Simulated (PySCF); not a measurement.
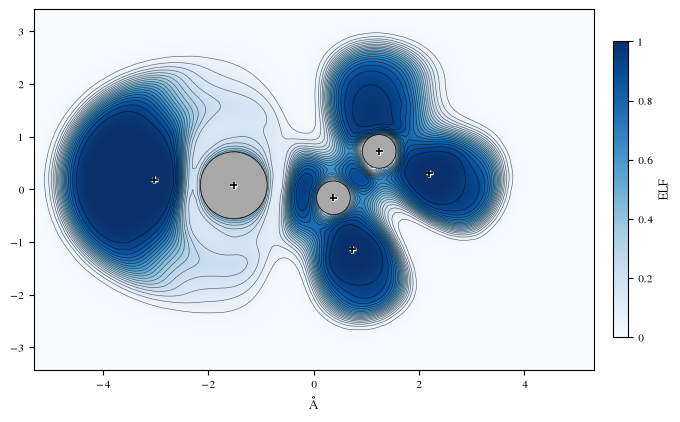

The electron localisation function on a plane through atoms (crosses mark nuclei in the plane; grey discs cover the cores).

Level of theory: Gaussian-basis quantum chemistry of an isolated molecule with PySCF, energy and nuclear gradient, functional PBE0 in PySCF 2.14.0.

Candidates:
A. CuH$_{3}$N$_{2}$ (SMILES N=[NH+][CuH-])
B. FHOSn (SMILES [OH][Sn][F])
C. C$_{2}$H$_{5}$In (SMILES C[CH2][In])

Which candidate gave the map?

Answer. Candidate A: CuH$_{3}$N$_{2}$ on the molecular plane, which holds Cu, N and H. N–N (1.24 Å): the ELF peaks at about 0.90 between the atoms; a covalent bond. Cu–N (1.91 Å): the ELF peaks at about 0.95 in the valence shell of N, 0.6 Å from its nucleus, and is about 0.20 at the midpoint.
